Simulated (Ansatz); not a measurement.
**Ge, pressure series**

Base system: Ge in the diamond structure (space group Fd-3m, No. 227).

```xyz
2
Lattice="0.0000 2.8372 2.8372 2.8372 0.0000 2.8372 2.8372 2.8372 0.0000" Properties=species:S:1:pos:R:3 pbc="T T T"
Ge     0.0000     0.0000     0.0000
Ge     1.4186     1.4186     1.4186
```

Cell and atoms are relaxed at each pressure.

Computed with r2SCAN, PAW, 500 eV (Ansatz, a program for electronic structure; no spin-orbit coupling).

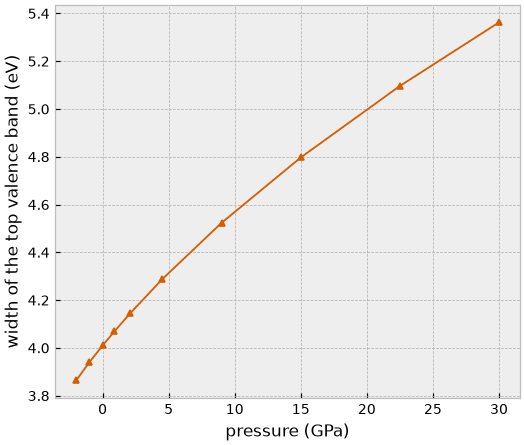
Figure. Width of the top valence band against pressure

| pressure (GPa) | width of the top valence band |
|---|---|
| -2 | 3.86 eV |
| -1 | 3.94 eV |
| 0.9 | 4.07 eV |
| 2.1 | 4.15 eV |
| 4.5 | 4.29 eV |
| 9 | 4.52 eV |
| 15 | 4.80 eV |
| 22.5 | 5.10 eV |
| 30 | 5.36 eV |

The levels and masses belong to the bands next to the band gap. Load acts through the strain it causes; cell and atoms are relaxed under it. No phonon test of stability was made. Measured, Ge leaves this structure (for the β-tin structure) near 10.6 GPa (room temperature; as listed in arXiv:1906.07825).
